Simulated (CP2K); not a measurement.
# AlNH2ClF (SMILES [NH2][Al]([F])[Cl]), run twice

Aim: energy and forces of AlNH2ClF at IPEA1-xTB.

Program for the calculation: CP2K 2026.2.

2 further runs of the same task are left out: 2 set aside as unsound or not needed.

### Step 1. The molecule

AlNH2ClF has 6 atoms, charge 0, and is taken as a singlet. SMILES: `[NH2][Al]([F])[Cl]`. Geometry: relaxed at PBE0-D4/def2-TZVP.

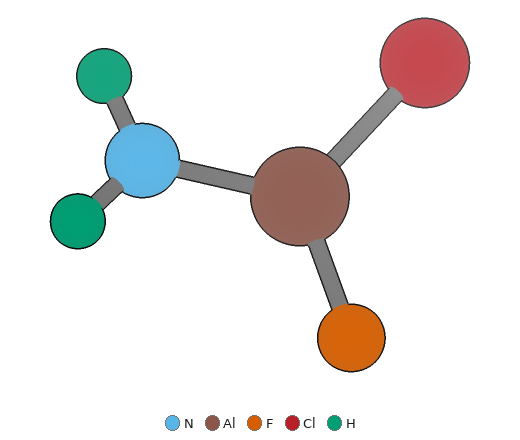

Viewed from a chosen angle; nitrogen blue, aluminium brown, fluorine orange, chlorine red, hydrogen teal.

### Step 2. First attempt

Contents of molecule.xyz:

```xyz
6

N     -0.112300     0.982600    -0.025800
Al     0.152500    -0.739100     0.092300
F      1.041800    -1.345500     1.331100
Cl    -0.641100    -2.049400    -1.313600
H      0.246300     1.661500     0.624800
H     -0.645100     1.426000    -0.754900
```

Contents of job.inp:

```
&FORCE_EVAL
  METHOD QUICKSTEP
  &DFT
    CHARGE -2
    &QS
      METHOD XTB
      EPS_DEFAULT 1.0E-10
      &XTB
        GFN_TYPE TBLITE
        &TBLITE
          METHOD IPEA1
        &END
        CHECK_ATOMIC_CHARGES F
      &END
    &END
    &POISSON
      PERIODIC NONE
      POISSON_SOLVER ANALYTIC
    &END
    &SCF
      SCF_GUESS ATOMIC
      EPS_SCF 1.0E-07
      MAX_SCF 70
      ADDED_MOS 4
      &DIAGONALIZATION
        ALGORITHM STANDARD
      &END
      &MIXING
        METHOD DIRECT_P_MIXING
        ALPHA 0.4
      &END
    &END
    &PRINT
      &MOMENTS
        PERIODIC F
        REFERENCE COM
        MAX_MOMENT 1
      &END
      &MO ON
        ENERGIES T
        OCCUPATION_NUMBERS T
        NDIGITS 6
        &EACH
          QS_SCF 0
        &END
        ADD_LAST NUMERIC
      &END
      &HIRSHFELD OFF
      &END
    &END
  &END
  &SUBSYS
    &CELL
      ABC 17.7 19.7 18.6
      PERIODIC NONE
    &END
    &TOPOLOGY
      COORD_FILE_NAME molecule.xyz
      COORD_FILE_FORMAT XYZ
      &CENTER_COORDINATES
      &END
    &END
  &END
  &PRINT
    &FORCES ON
    &END
  &END
&END

&GLOBAL
  PROJECT job
  RUN_TYPE ENERGY_FORCE
  PRINT_LEVEL MEDIUM
&END
```

Run with:

```console
$ OMP_NUM_THREADS=1 cp2k.psmp -i job.inp -o job.out
```

The log of the run:

```text
CP2K| version string:                                       CP2K version 2026.2
[...]
 GLOBAL| Method name                                                        CP2K
[...]
 GLOBAL| Run type                                                   ENERGY_FORCE
[...]
                             - Atoms:                                          6
[...]
                             - Spherical basis functions:                     32
[...]
 Number of electrons:                                                         26
[...]
  *** SCF run converged in    18 steps ***
[...]
  Fermi energy:                                                 0.13562519939683
[...]
 TB_DIPOLE| Moment [Debye]         -1.03623838      -4.48642522      -2.28772711
 TB_DIPOLE| Derivative [a.u.]       0.00000000       0.00000000       0.00000000
[...]
 ENERGY| Total FORCE_EVAL ( QS ) energy [hartree]            -16.375280791750029
 FORCES| Atomic forces [hartree/bohr]
 FORCES|   Atom     x               y               z               |f|
 FORCES|      1 -3.50730540E-03  3.56258281E-02  5.33842370E-04   3.58020364E-02
 FORCES|      2  1.90389388E-03  1.51513070E-02  5.20849343E-03   1.61342902E-02
 FORCES|      3  4.79071097E-02 -2.92006167E-02  6.73276404E-02   8.76400498E-02
 FORCES|      4 -3.95690353E-02 -6.58555675E-02 -7.01646337E-02   1.04046817E-01
 FORCES|      5  4.72808646E-03  2.43953021E-02  1.10921368E-02   2.72125167E-02
 FORCES|      6 -1.14627494E-02  1.98837470E-02 -1.39974792E-02   2.68828466E-02
 FORCES| Sum    -7.97972799E-17  8.67361738E-17 -8.15320034E-17
 FORCES| Total atomic force                                       1.43311679E-16
[...]
```

Run time: 0.44 s. Hardware: 1 thread of Arm Neoverse N1, shared host; peak memory 0.14 GiB.

### Step 3. Reading the log

It ran to the end. The result can't be trusted all the same.

What is wrong: the charge typed isn't that of the species meant. To mend it: charge 0 in place of -2.

### Step 4. Try two

molecule.xyz is that of step 2.

Contents of job.inp:

```
&global
 project job
 run_type ENERGY_FORCE
 print_level MEDIUM
&end global

&force_eval
 method Quickstep
 &dft
  &qs
   method XTB
   eps_default 1.0E-10
   &xtb
    gfn_type TBLITE
    &tblite
     method IPEA1
    &end tblite
    check_atomic_charges F
   &end xtb
  &end qs
  &poisson
   periodic NONE
   poisson_solver ANALYTIC
  &end poisson
  &scf
   scf_guess ATOMIC
   eps_scf 1.0E-07
   max_scf 150
   added_mos 4
   &diagonalization
    algorithm STANDARD
   &end diagonalization
   &mixing
    method DIRECT_P_MIXING
    alpha 0.4
   &end mixing
  &end scf
  &print
   &moments
    periodic F
    reference COM
    max_moment 1
   &end moments
   &mo ON
    energies T
    occupation_numbers T
    ndigits 6
    &each
     qs_scf 0
    &end each
    add_last NUMERIC
   &end mo
   &hirshfeld OFF
   &end hirshfeld
  &end print
 &end dft
 &subsys
  &cell
   abc 17.7 19.7 18.6
   periodic NONE
  &end cell
  &topology
   coord_file_name molecule.xyz
   coord_file_format XYZ
   &center_coordinates
   &end center_coordinates
  &end topology
 &end subsys
 &print
  &forces ON
  &end forces
 &end print
&end force_eval
```

Run with:

```console
$ OMP_NUM_THREADS=1 cp2k.psmp -i job.inp > job.out 2>&1
```

The log of the run:

```text
CP2K| version string:                                       CP2K version 2026.2
[...]
 GLOBAL| Method name                                                        CP2K
[...]
 GLOBAL| Run type                                                   ENERGY_FORCE
[...]
                             - Atoms:                                          6
[...]
                             - Spherical basis functions:                     32
[...]
 Number of electrons:                                                         24
[...]
  *** SCF run converged in    18 steps ***
[...]
  Fermi energy:                                                -0.29004805018251
[...]
 TB_DIPOLE| Moment [Debye]         -0.89161382       2.57867953      -0.92109820
 TB_DIPOLE| Derivative [a.u.]       0.00000000       0.00000000       0.00000000
[...]
 ENERGY| Total FORCE_EVAL ( QS ) energy [hartree]            -16.225153540191201
 FORCES| Atomic forces [hartree/bohr]
 FORCES|   Atom     x               y               z               |f|
 FORCES|      1  5.12900752E-03 -2.51394943E-02  3.61568785E-03   2.59108875E-02
 FORCES|      2 -6.92530545E-03 -1.56051716E-02 -1.29285501E-02   2.14156169E-02
 FORCES|      3 -4.58801517E-03  2.47913614E-03 -6.50040238E-03   8.33374047E-03
 FORCES|      4  1.04697617E-02  1.43590816E-02  1.80635069E-02   2.53394833E-02
 FORCES|      5  2.63781857E-03  1.26447991E-02  6.02471531E-03   1.42529374E-02
 FORCES|      6 -6.72326714E-03  1.12616491E-02 -8.27495757E-03   1.55081264E-02
 FORCES| Sum     3.98986399E-17 -1.09287579E-16  1.52655666E-16
 FORCES| Total atomic force                                       1.91936002E-16
[...]
```

Wall time 0.47 s (1 thread of Arm Neoverse N1, shared host); peak memory 0.14 GiB.

### Step 5. Results

At IPEA1-xTB:

```
                                 quantity         value
                             total energy  -16.22515 Eh
dipole moment (from atomic charges alone)        2.88 D
                              HOMO energy     -11.90 eV
                              LUMO energy      -7.00 eV
                            HOMO–LUMO gap       4.91 eV
                 largest force on an atom    1.332 eV/Å
```

The dipole comes from point charges on the atoms alone, without atomic dipoles, so it is partial. The largest force is 1.33 eV/Å: the shape isn't a stationary point for this species at this level.
